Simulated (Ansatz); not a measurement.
Rutile MgH2 was calculated with r²SCAN (plane waves, PAW; Ansatz, a program for electronic structure).

Settings: plane-wave cutoff 560 eV, 8×8×12 k mesh (along the axes of the cell as run), Fermi–Dirac smearing 0.01 eV, scalar-relativistic PAW data made under PBE.

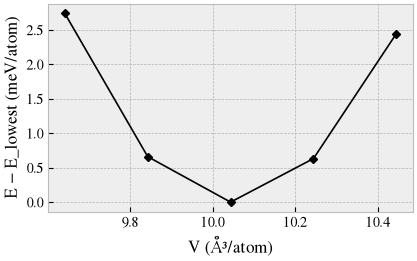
*Total energy against volume*

Q: From the curve, estimate the equilibrium volume and the bulk modulus.

A: V0 ≈ 10.0 Å³/atom and B0 ≈ 52 GPa; the fit gives V0 = 10.043 Å³/atom, B0 = 51.6 GPa, B′ = 3.6.

Shape and atoms are relaxed at each volume.

Measured, for comparison: bulk modulus 49 ± 2 GPa (room temperature, no zero-point or thermal correction, measured on MgD2; as tabulated in abstract on rutile-type MgD2 by neutron diffraction to 9.3 GPa, listed at scite); equilibrium volume per atom 10.27 Å³/atom (temperature not stated, no zero-point or thermal correction; as tabulated in Ellinger et al., J. Am. Chem. Soc. 77, 2647 (1955) (COD 4124639)). Computed (rounded) less measured: bulk modulus +5 %, equilibrium volume per atom -2.2 %. A static lattice is as a rule a little smaller and stiffer than an uncorrected measurement, which can account for part of this.

Note: the bulk modulus comes from volumes at which shape and atoms were relaxed.

Computed values are for the static lattice.
